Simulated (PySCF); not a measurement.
C4H9NOSi2, SMILES c1coc(c1)[SiH2][SiH2]N at its GFN2-xTB optimised geometry (Å):

```
17

N      2.5327    -0.7592    -1.3632
Si     2.0573    -1.7002     0.0000
Si    -0.2497    -1.7002     0.0000
C     -0.8749     0.0722     0.0000
C     -1.9339     0.7052     0.5910
C     -1.8645     2.0663     0.2173
C     -0.7652     2.1740    -0.5769
O     -0.1613     0.9837    -0.7132
H      3.5099    -0.6615    -1.5871
H      2.0515     0.1071    -1.5446
H      2.6707    -3.0110    -0.2417
H      2.6195    -1.2238     1.2830
H     -0.8796    -2.3664    -1.1513
H     -0.8547    -2.3116     1.1916
H     -2.6707     0.2452     1.2172
H     -2.5346     2.8530     0.4987
H     -0.3266     3.0110    -1.0846
```

Level of theory: B3LYP/def2-SVP (PySCF). Cells within 0.4 Å of a nucleus heavier than hydrogen are left out (blank, or x).

Map of the electron localisation function on the plane z = 0.0 Å:

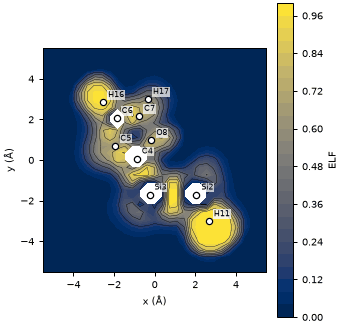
Fig. 1. Electron localisation function on the plane z = 0.0 Å.
